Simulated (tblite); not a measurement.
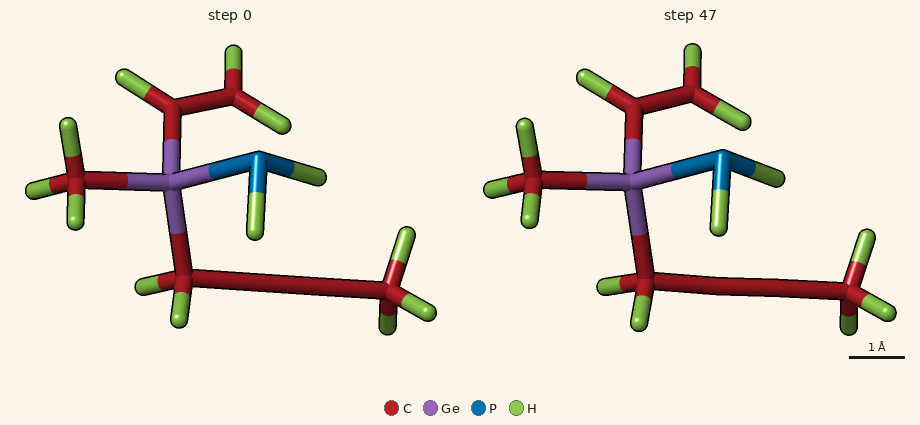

The structure of C₇H₁₃GeP before (left) and after (right) a relaxation, at one scale.

A stick model, seen at a tilt.

All numbers below come from GFN2-xTB geometry optimisation, gas phase in tblite 0.8.0. 

What changed between the two?

After 47 geometry steps the energy has fallen by 7.22 kcal/mol. The atom that moves furthest after the best rigid fit is an H atom (0.11 Å). Largest moves by element: H 0.11 Å, P 0.10 Å, C 0.08 Å, Ge 0.06 Å. Among the contacts that change: C–Ge 1.934 → 2.035 Å, H–P 1.457 → 1.386 Å, C–Ge 1.944 → 1.997 Å, Ge–P 2.290 → 2.336 Å. Bond angles that change, for instance: C–C–H 118.9° → 122.7°, C–C–Ge 120.0° → 123.7°, H–C–H 119.5° → 116.0°. Cost: 0.84 s on 1 thread of Arm Neoverse N1 (shared host).
